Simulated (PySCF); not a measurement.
H₃BrOSi, SMILES O[SiH2]Br at its B3LYP/def2-SVP optimised geometry (Å):

```
6

O      1.0135    -0.7120     0.0000
Si    -0.6429    -0.7120     0.0000
Br    -1.4717     1.3787     0.0000
H      1.4717    -0.3000     0.7428
H     -1.0560    -1.3787    -1.2534
H     -1.2078    -1.3725     1.2067
```

Method: PySCF with B3LYP/def2-TZVP. Cells within 0.4 Å of a nucleus heavier than hydrogen are left out (blank, or x).

Map of the deformation density (molecule minus spherical neutral atoms) (e/bohr³) on the plane z = 0.0 Å:

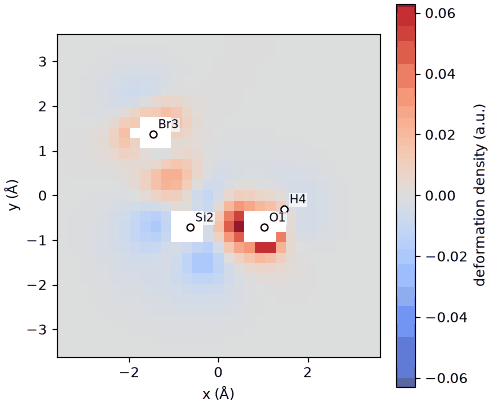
*Deformation density (molecule minus spherical neutral atoms) (e/bohr³) on the plane z = 0.0 Å.*
